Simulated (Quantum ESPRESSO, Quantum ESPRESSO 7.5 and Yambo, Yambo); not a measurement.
# A GW chain in Yambo: SnTe (Fm-3m)

Aim: the G0W0 gap of SnTe (Fm-3m) on PBE with spin-orbit coupling, step by step.

Main program and level: Quantum ESPRESSO 7.5 and Yambo 5.3.0; PBE and many-body steps on it, plane waves.

The database entry behind the starting cell differs from later determinations by our own check (about 0.3 % short), so it need not match the best structure at ambient conditions.

## Step 1: The starting structure

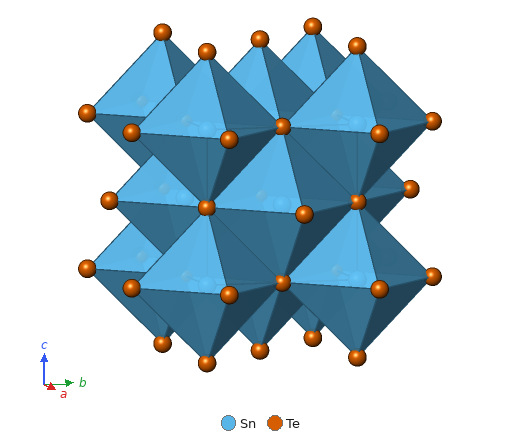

Start, viewed slightly off an axis; tin blue, tellurium orange. This picture shows the conventional cell, with its axes. Some periodic images of atoms are drawn too.

The cell and positions come from the Crystallography Open Database and are kept as given unless a step says otherwise.

## Step 2: Ground state

This step: Quantum ESPRESSO 7.5; DFT, PBE with spin-orbit coupling, plane waves, norm-conserving pseudopotentials.

The ground-state density comes first.

File pw.in:

```
&control
  calculation = 'scf'
  prefix = 'x'
  outdir = 'o'
  pseudo_dir = 'pseudo'
/
&system
  ibrav = 0
  nat = 2
  ntyp = 2
  ecutwfc = 88.0
  nbnd = 56
  force_symmorphic = .true.
  noncolin = .true.
  lspinorb = .true.
/
&electrons
  conv_thr = 1e-10
  electron_maxstep = 80
  mixing_beta = 0.5
/
ATOMIC_SPECIES
  Sn 118.71 Sn.upf
  Te 127.6 Te.upf
CELL_PARAMETERS angstrom
  -0.0000000000 3.1508500000 3.1508500000
  3.1508500000 -0.0000000000 3.1508500000
  3.1508500000 3.1508500000 -0.0000000000
ATOMIC_POSITIONS crystal
  Sn 0.0000000000 0.0000000000 0.0000000000
  Te 0.5000000000 0.5000000000 0.5000000000
K_POINTS automatic
  6 6 6 0 0 0
```

Run with:

```bash
$ OMP_NUM_THREADS=1 mpirun -n 4 pw.x -nk 4 -in pw.in > pw.out
```

The log of the run:

```text
Program PWSCF v.7.5 starts

     This program is part of the open-source Quantum ESPRESSO suite
     for quantum simulation of materials; please cite
         "P. Giannozzi et al., J. Phys.:Condens. Matter 21 395502 (2009);
         "P. Giannozzi et al., J. Phys.:Condens. Matter 29 465901 (2017);
         "P. Giannozzi et al., J. Chem. Phys. 152 154105 (2020);
     in publications or presentations arising from this work. More details at
     Message from routine setup:
     using ibrav=0 with symmetry is DISCOURAGED, use correct ibrav instead

     G-vector sticks info

     bravais-lattice index     =            0
     lattice parameter (alat)  =       8.4206  a.u.
     unit-cell volume          =     422.1918 (a.u.)^3
     number of atoms/cell      =            2
     number of atomic types    =            2
     number of electrons       =        46.00
     number of Kohn-Sham states=           56
     kinetic-energy cutoff     =      88.0000  Ry
     charge density cutoff     =     352.0000  Ry
     scf convergence threshold =      1.0E-10
     mixing beta               =       0.5000
     number of iterations used =            8  plain     mixing
     Exchange-correlation= PBE
                           (   1   4   3   4   0   0   0)
     Non magnetic calculation with spin-orbit

     celldm(1)=   8.420572  celldm(2)=   0.000000  celldm(3)=   0.000000
     celldm(4)=   0.000000  celldm(5)=   0.000000  celldm(6)=   0.000000

     crystal axes: (cart. coord. in units of alat)
               a(1) = (  -0.000000   0.707107   0.707107 )
               a(2) = (   0.707107  -0.000000   0.707107 )
               a(3) = (   0.707107   0.707107  -0.000000 )

     reciprocal axes: (cart. coord. in units 2 pi/alat)
               b(1) = ( -0.707107  0.707107  0.707107 )
               b(2) = (  0.707107 -0.707107  0.707107 )
               b(3) = (  0.707107  0.707107 -0.707107 )
     Pseudo is Norm-conserving + core correction, Zval = 22.0
     Generated using ONCVPSP code by D. R. Hamann
     Using radial grid of 1668 points, 10 beta functions with:
     Pseudo is Norm-conserving + core correction, Zval = 24.0
     Generated using ONCVPSP code by D. R. Hamann
     Using radial grid of 1324 points, 10 beta functions with:
     Sn               22.00   118.71000     Sn( 1.00)
     Te               24.00   127.60000     Te( 1.00)

     48 Sym. Ops., with inversion, found

   Cartesian axes

     site n.     atom                  positions (alat units)
         1        Sn     tau(   1) = (   0.0000000   0.0000000   0.0000000  )
         2        Te     tau(   2) = (   0.7071068   0.7071068   0.7071068  )

     number of k points=    16
                       cart. coord. in units 2pi/alat
        k(    1) = (   0.0000000   0.0000000   0.0000000), wk =   0.0046296
        k(    2) = (   0.1178511   0.1178511  -0.1178511), wk =   0.0370370
        k(    3) = (   0.2357023   0.2357023  -0.2357023), wk =   0.0370370
        k(    4) = (  -0.3535534  -0.3535534   0.3535534), wk =   0.0185185
        k(    5) = (   0.2357023   0.0000000  -0.0000000), wk =   0.0277778
        k(    6) = (   0.3535534   0.1178511  -0.1178511), wk =   0.1111111
        k(    7) = (  -0.2357023  -0.4714045   0.4714045), wk =   0.1111111
        k(    8) = (  -0.1178511  -0.3535534   0.3535534), wk =   0.1111111
        k(    9) = (   0.0000000  -0.2357023   0.2357023), wk =   0.0555556
        k(   10) = (   0.4714045   0.0000000  -0.0000000), wk =   0.0277778
     [... 4 further rows ...]
        k(   15) = (  -0.1178511  -0.3535534   0.5892557), wk =   0.1111111
        k(   16) = (  -0.7071068   0.2357023   0.0000000), wk =   0.0555556

     Dense  grid:    47183 G-vectors     FFT dimensions: (  54,  54,  54)

     Initial potential from superposition of free atoms

     starting charge      45.9982, renormalised to      46.0000
     Starting wfcs are   52 randomized atomic wfcs +    4 random wfcs

     per-process dynamical memory:   112.2 Mb

     Self-consistent Calculation

     iteration #  1     ecut=    88.00 Ry     beta= 0.50

     Threshold (ethr) on eigenvalues was too large:
     Diagonalizing with lowered threshold

     total energy              =   -1005.34440129 Ry
     estimated scf accuracy    <       0.01628496 Ry

     iteration #  2     ecut=    88.00 Ry     beta= 0.50

     total energy              =   -1005.34775661 Ry
     estimated scf accuracy    <       0.00163647 Ry

     iteration #  3     ecut=    88.00 Ry     beta= 0.50

     total energy              =   -1005.34804606 Ry
     estimated scf accuracy    <       0.00031466 Ry

     iteration #  4     ecut=    88.00 Ry     beta= 0.50

     total energy              =   -1005.34806458 Ry
     estimated scf accuracy    <       0.00001208 Ry

     iteration #  5     ecut=    88.00 Ry     beta= 0.50

     total energy              =   -1005.34806633 Ry
     estimated scf accuracy    <       0.00000043 Ry

     iteration #  6     ecut=    88.00 Ry     beta= 0.50

     total energy              =   -1005.34806640 Ry
     estimated scf accuracy    <       0.00000002 Ry

     iteration #  7     ecut=    88.00 Ry     beta= 0.50

     total energy              =   -1005.34806641 Ry
     estimated scf accuracy    <          2.9E-09 Ry

     iteration #  8     ecut=    88.00 Ry     beta= 0.50

     total energy              =   -1005.34806641 Ry
     estimated scf accuracy    <          8.3E-10 Ry

     iteration #  9     ecut=    88.00 Ry     beta= 0.50

     End of self-consistent calculation

          k = 0.0000 0.0000 0.0000 (  5961 PWs)   bands (ev):

  -148.1552-148.1552-118.3843-118.3843-104.9707-104.9707 -95.2620 -95.2620
   -95.2620 -95.2620 -79.4370 -79.4370 -71.8716 -71.8716 -71.8716 -71.8716
   -26.4280 -26.4280 -26.4280 -26.4280 -24.9647 -24.9647 -24.9647 -24.9647
   -24.9625 -24.9625 -11.0353 -11.0353 -11.0353 -11.0353  -9.9988  -9.9988
    -9.9988  -9.9988  -9.9958  -9.9958  -1.3177  -1.3177   6.8114   6.8114
     8.7625   8.7625   9.6037   9.6037   9.6037   9.6037  14.2687  14.2687
    15.1171  15.1171  15.1171  15.1171  16.2380  16.2380  16.2380  16.2890

          k = 0.1179 0.1179-0.1179 (  5907 PWs)   bands (ev):

  -148.1552-148.1552-118.3843-118.3843-104.9707-104.9707 -95.2620 -95.2620
   -95.2620 -95.2620 -79.4370 -79.4370 -71.8715 -71.8715 -71.8715 -71.8715
   -26.4275 -26.4275 -26.4273 -26.4273 -24.9643 -24.9643 -24.9640 -24.9640
   -24.9619 -24.9619 -11.0355 -11.0355 -11.0345 -11.0345  -9.9999  -9.9999
    -9.9979  -9.9979  -9.9944  -9.9944  -1.0864  -1.0864   5.6783   5.6783
[...]
k = 0.2357 0.2357-0.2357 (  5888 PWs)   bands (ev):

  -148.1552-148.1552-118.3843-118.3843-104.9707-104.9707 -95.2620 -95.2620
[...]
-26.4272 -26.4272 -26.4267 -26.4267 -24.9641 -24.9641 -24.9634 -24.9634
   -24.9612 -24.9612 -11.0361 -11.0361 -11.0332 -11.0332 -10.0026 -10.0026
    -9.9965  -9.9965  -9.9919  -9.9919  -0.4843  -0.4843   3.9991   3.9991
     9.1930   9.1930   9.7864   9.7864  10.9220  10.9220  12.1065  12.1065
    12.6129  12.6129  12.6261  12.6261  17.3786  17.3786  18.3728  18.3802

          k =-0.3536-0.3536 0.3536 (  5900 PWs)   bands (ev):

     [... further k-points ...]

     highest occupied, lowest unoccupied level (ev):    11.3644   11.6283

!    total energy              =   -1005.34806641 Ry
     estimated scf accuracy    <          1.0E-11 Ry

     The total energy is the sum of the following terms:
     one-electron contribution =    -716.64138396 Ry
     hartree contribution      =     343.77554851 Ry
     xc contribution           =    -127.74038889 Ry
     ewald contribution        =    -504.74184207 Ry

     convergence has been achieved in   9 iterations

     XML data file, charge density, pseudopotentials, collected wavefunctions

=------------------------------------------------------------------------------=
   JOB DONE.
=------------------------------------------------------------------------------=
```

The job ended after 67 s (4 MPI ranks of Arm Neoverse V1, shared host; peak memory 0.79 GiB).

Numbers from this step:

```yaml
total_energy: -13678.4573 eV
gap: 0.2639 eV
k_of_the_valence_top: 0, 0, -0.5
k_of_the_conduction_bottom: 0, 0, -0.5
least_direct_gap: 0.2639 eV
```

The gap is direct, at (0.000, 0.000, -0.500).

## Step 3: Bands along the symmetry lines

Levels along a band path, at the cheap level, show where the edges lie and whether the meshes to come will hold them.

File pw.in:

```
&control
  calculation = 'bands'
  prefix = 'x'
  outdir = 'o'
  pseudo_dir = 'pseudo'
/
&system
  ibrav = 0
  nat = 2
  ntyp = 2
  ecutwfc = 88.0
  nbnd = 58
  force_symmorphic = .true.
  noncolin = .true.
  lspinorb = .true.
/
&electrons
  conv_thr = 1e-9
  electron_maxstep = 80
  diago_full_acc = .true.
  diago_thr_init = 5e-6
/
ATOMIC_SPECIES
  Sn 118.71 Sn.upf
  Te 127.6 Te.upf
CELL_PARAMETERS angstrom
  -0.0000000000 3.1508500000 3.1508500000
  3.1508500000 -0.0000000000 3.1508500000
  3.1508500000 3.1508500000 -0.0000000000
ATOMIC_POSITIONS crystal
  Sn 0.0000000000 0.0000000000 0.0000000000
  Te 0.5000000000 0.5000000000 0.5000000000
K_POINTS crystal
  50
  0.00000000 0.00000000 0.00000000 1
  0.06250000 0.00000000 0.06250000 1
  0.12500000 0.00000000 0.12500000 1
  0.18750000 0.00000000 0.18750000 1
  0.25000000 0.00000000 0.25000000 1
  0.31250000 0.00000000 0.31250000 1
  0.37500000 0.00000000 0.37500000 1
  0.43750000 0.00000000 0.43750000 1
  0.50000000 0.00000000 0.50000000 1
  0.51562500 0.03125000 0.51562500 1
  0.53125000 0.06250000 0.53125000 1
  0.54687500 0.09375000 0.54687500 1
  0.56250000 0.12500000 0.56250000 1
  0.57812500 0.15625000 0.57812500 1
  0.59375000 0.18750000 0.59375000 1
  0.60937500 0.21875000 0.60937500 1
  0.62500000 0.25000000 0.62500000 1
  0.37500000 0.37500000 0.75000000 1
  0.32812500 0.32812500 0.65625000 1
  0.28125000 0.28125000 0.56250000 1
  0.23437500 0.23437500 0.46875000 1
  0.18750000 0.18750000 0.37500000 1
  0.14062500 0.14062500 0.28125000 1
  0.09375000 0.09375000 0.18750000 1
  0.04687500 0.04687500 0.09375000 1
  0.00000000 0.00000000 0.00000000 1
  0.06250000 0.06250000 0.06250000 1
  0.12500000 0.12500000 0.12500000 1
  0.18750000 0.18750000 0.18750000 1
  0.25000000 0.25000000 0.25000000 1
  0.31250000 0.31250000 0.31250000 1
  0.37500000 0.37500000 0.37500000 1
  0.43750000 0.43750000 0.43750000 1
  0.50000000 0.50000000 0.50000000 1
  0.50000000 0.46875000 0.53125000 1
  0.50000000 0.43750000 0.56250000 1
  0.50000000 0.40625000 0.59375000 1
  0.50000000 0.37500000 0.62500000 1
  0.50000000 0.34375000 0.65625000 1
  0.50000000 0.31250000 0.68750000 1
  0.50000000 0.28125000 0.71875000 1
  0.50000000 0.25000000 0.75000000 1
  0.50000000 0.21875000 0.71875000 1
  0.50000000 0.18750000 0.68750000 1
  0.50000000 0.15625000 0.65625000 1
  0.50000000 0.12500000 0.62500000 1
  0.50000000 0.09375000 0.59375000 1
  0.50000000 0.06250000 0.56250000 1
  0.50000000 0.03125000 0.53125000 1
  0.50000000 0.00000000 0.50000000 1
```

The log of the run:

```text
[banner, memory and clock lines left out]
Program PWSCF v.7.5 starts

     Atomic positions and unit cell read from directory:
     o/x.save/

     Message from routine setup:
     using ibrav=0 with symmetry is DISCOURAGED, use correct ibrav instead

     G-vector sticks info

     bravais-lattice index     =            0
     lattice parameter (alat)  =       8.4206  a.u.
     unit-cell volume          =     422.1918 (a.u.)^3
     number of atoms/cell      =            2
     number of atomic types    =            2
     number of electrons       =        46.00
     number of Kohn-Sham states=           58
     kinetic-energy cutoff     =      88.0000  Ry
     charge density cutoff     =     352.0000  Ry
     Exchange-correlation= PBE
                           (   1   4   3   4   0   0   0)
     Non magnetic calculation with spin-orbit

     celldm(1)=   8.420572  celldm(2)=   0.000000  celldm(3)=   0.000000
     celldm(4)=   0.000000  celldm(5)=   0.000000  celldm(6)=   0.000000

     crystal axes: (cart. coord. in units of alat)
               a(1) = (  -0.000000   0.707107   0.707107 )
               a(2) = (   0.707107  -0.000000   0.707107 )
               a(3) = (   0.707107   0.707107  -0.000000 )

     reciprocal axes: (cart. coord. in units 2 pi/alat)
               b(1) = ( -0.707107  0.707107  0.707107 )
               b(2) = (  0.707107 -0.707107  0.707107 )
               b(3) = (  0.707107  0.707107 -0.707107 )
     Pseudo is Norm-conserving + core correction, Zval = 22.0
     Generated using ONCVPSP code by D. R. Hamann
     Using radial grid of 1668 points, 10 beta functions with:
     Pseudo is Norm-conserving + core correction, Zval = 24.0
     Generated using ONCVPSP code by D. R. Hamann
     Using radial grid of 1324 points, 10 beta functions with:
     Sn               22.00   118.71000     Sn( 1.00)
     Te               24.00   127.60000     Te( 1.00)

     48 Sym. Ops., with inversion, found

   Cartesian axes

     site n.     atom                  positions (alat units)
         1        Sn     tau(   1) = (   0.0000000   0.0000000   0.0000000  )
         2        Te     tau(   2) = (   0.7071068   0.7071068   0.7071068  )

     number of k points=    50
                       cart. coord. in units 2pi/alat
        k(    1) = (   0.0000000   0.0000000   0.0000000), wk =   0.0200000
        k(    2) = (   0.0000000   0.0883883   0.0000000), wk =   0.0200000
        k(    3) = (   0.0000000   0.1767767   0.0000000), wk =   0.0200000
[...]
[... 38 further rows ...]
        k(   49) = (   0.0441942   0.7071068   0.0000000), wk =   0.0200000
        k(   50) = (   0.0000000   0.7071068   0.0000000), wk =   0.0200000

     Dense  grid:    47183 G-vectors     FFT dimensions: (  54,  54,  54)

     The potential is recalculated from file :
     o/x.save/charge-density

     Starting wfcs are   52 randomized atomic wfcs +    6 random wfcs

     Band Structure Calculation

     End of band structure calculation

          k = 0.0000 0.0000 0.0000 (  5961 PWs)   bands (ev):

  -148.1553-148.1553-118.3843-118.3843-104.9707-104.9707 -95.2621 -95.2621
   -95.2621 -95.2621 -79.4370 -79.4370 -71.8715 -71.8715 -71.8715 -71.8715
   -26.4281 -26.4281 -26.4281 -26.4281 -24.9647 -24.9647 -24.9647 -24.9647
   -24.9625 -24.9625 -11.0353 -11.0353 -11.0353 -11.0353  -9.9987  -9.9987
[...]
16.2963  16.2963

          k = 0.0000 0.0884 0.0000 (  5909 PWs)   bands (ev):

  -148.1553-148.1553-118.3842-118.3842-104.9707-104.9707 -95.2621 -95.2621
[...]
16.5267  16.5267

          k = 0.0000 0.1768 0.0000 (  5910 PWs)   bands (ev):

  -148.1553-148.1553-118.3842-118.3842-104.9707-104.9707 -95.2621 -95.2621
[...]
17.1726  17.1726

          k =-0.0000 0.2652 0.0000 (  5906 PWs)   bands (ev):

[...]
k = 0.0000 0.4419-0.0000 (  5882 PWs)   bands (ev):

[...]
k =-0.0000 0.5303 0.0000 (  5874 PWs)   bands (ev):

[...]
k = 0.0000 0.6187-0.0000 (  5882 PWs)   bands (ev):

[...]
k = 0.4640 0.4640-0.0000 (  5890 PWs)   bands (ev):

[...]
k = 0.3315 0.3315-0.0000 (  5883 PWs)   bands (ev):

[...]
k = 0.3094 0.7071-0.0000 (  5872 PWs)   bands (ev):

[...]
k = 0.2210 0.7071-0.0000 (  5880 PWs)   bands (ev):

[...]
k = 0.1768 0.7071-0.0000 (  5884 PWs)   bands (ev):

[...]
k = 0.0442 0.7071 0.0000 (  5882 PWs)   bands (ev):

  -148.1552-148.1552-118.3842-118.3842-104.9707-104.9707 -95.2621 -95.2621
[...]
21.7761  21.7761

          k = 0.0000 0.7071 0.0000 (  5874 PWs)   bands (ev):

  -148.1552-148.1552-118.3842-118.3842-104.9707-104.9707 -95.2621 -95.2621
[...]
5.8752   5.8752   7.4996   7.4996   7.9476   7.9476  13.6630  13.6630
    16.0227  16.0227  16.7692  16.7692  17.8541  17.8541  20.6355  20.6355
    22.1568  22.1568

     XML data file, pseudopotentials, collected wavefunctions
```

The job ended after 44 s (4 MPI ranks; peak memory 0.53 GiB).

This step gave:

* gap: 0.2638 eV
* k of the valence top: 0.5, 0.5, 0.5
* k of the conduction bottom: 0.5, 0.5, 0.5
* least direct gap: 0.2638 eV

The gap is 0.264 eV, as in the run before at this level.

The electronic bands at the labelled points (eV, zero at the top of the highest filled band):

| point | band 43 | band 44 | band 45 | band 46 | band 47 | band 48 | band 49 | band 50 |
| --- | --- | --- | --- | --- | --- | --- | --- | --- |
| Γ | -1.76 | -1.76 | -1.76 | -1.76 | 2.90 | 2.90 | 3.75 | 3.75 |
| X | -3.86 | -3.86 | -3.42 | -3.42 | 2.30 | 2.30 | 4.66 | 4.66 |
| U | -3.21 | -3.21 | -2.54 | -2.54 | 2.92 | 2.92 | 3.39 | 3.39 |
| jump to K | -3.21 | -3.21 | -2.54 | -2.54 | 2.92 | 2.92 | 3.39 | 3.39 |
| Γ | -1.76 | -1.76 | -1.76 | -1.76 | 2.90 | 2.90 | 3.75 | 3.75 |
| L | -1.44 | -1.44 | 0.00 | 0.00 | 0.26 | 0.26 | 0.43 | 0.43 |
| W | -4.65 | -4.65 | -0.72 | -0.72 | 0.95 | 0.95 | 4.64 | 4.64 |
| X | -3.86 | -3.86 | -3.42 | -3.42 | 2.30 | 2.30 | 4.66 | 4.66 |

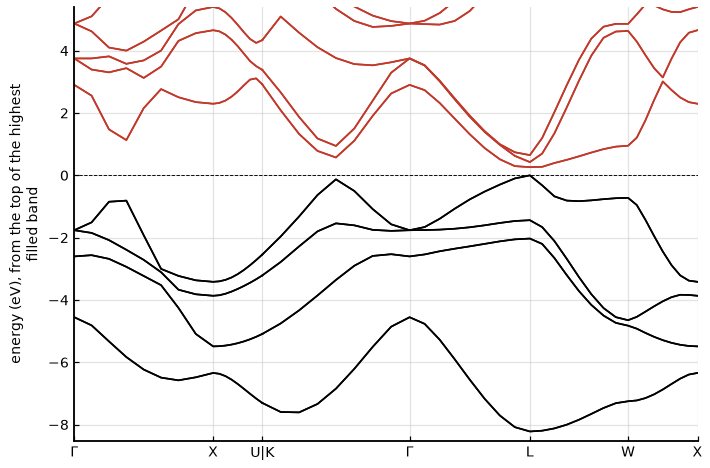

Electronic bands along the path; lines of filled and empty bands in two colours.

(Part 1 of 3 ends here.)

[Paths, hosts, dates, memory and timing lines, banners, echoed tables and standing remarks are left out of the program output.]

[Logs are printed without paths, hosts, clocks, repeated set-up lines and the standing remarks that a program may print on its own settings, such as how far it seeks lower states.]

[Runs of the session that timed out or met a known fault of the program may be left out.]

[Hosts, paths, dates, database ids (printed as entryN), source tags and the programs' standing remarks are cut or masked in the printed files.]
